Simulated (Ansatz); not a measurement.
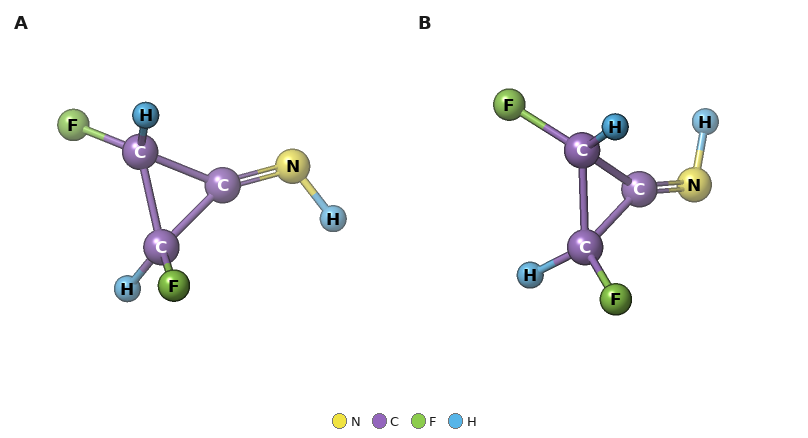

Depth is shown by fading: the farther an atom, the more it takes the colour of the background. The computed structure is the end point of a PBE0-D4/def2-TZVP optimisation. No frequency run is at hand to confirm it as a minimum.

**Are A and B the same structure? If not, how do they differ?**

Yes. They are the same structure, C3H3F2N (N=C1[C@@H](F)[C@@H]1F), seen from two directions: a rotation takes one into the other. The geometry is chiral (C1), so its mirror image would differ.
